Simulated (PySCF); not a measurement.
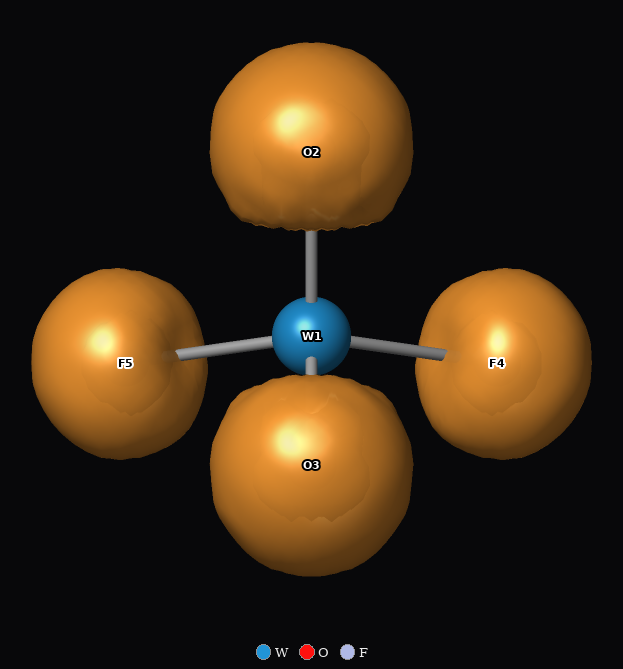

Figure. F2O2W (W(O)2(F)2). Isosurface of the ELF at 0.75 (orange), seen from one side. Only the valence region is drawn (cores and ρ < 0.01 e/Å³ removed).

Core potentials replace the inner electrons of W.

Theory: PySCF, RKS r2SCAN, W def2-SVP with ECP60, O def2-SVP, F def2-SVP; non-relativistic Hamiltonian with scalar-relativistic core potentials where named; density fitting.

```yaml
atoms:
  - { symbol: W, position_ang: [0.0000, 0.0000, -0.0249] }
  - { symbol: O, position_ang: [0.9611, 0.9611, 1.0033] }
  - { symbol: O, position_ang: [-0.9611, -0.9611, 1.0033] }
  - { symbol: F, position_ang: [1.1118, -1.1118, -1.0215] }
  - { symbol: F, position_ang: [-1.1118, 1.1118, -1.0215] }
```

Question: Where are the electrons localised?

Answer: At this value the surface marks out two regions wrapped around F (the valence shell of each) and two regions wrapped around O (the valence shell of each).

Values along the shortest contacts:
W–O (1.70 Å): the ELF is about 0.40 at the midpoint. W–F (1.86 Å): the ELF peaks at about 0.80 in the valence shell of F, 0.5 Å from its nucleus, and drops to about 0.20 between the two atoms.
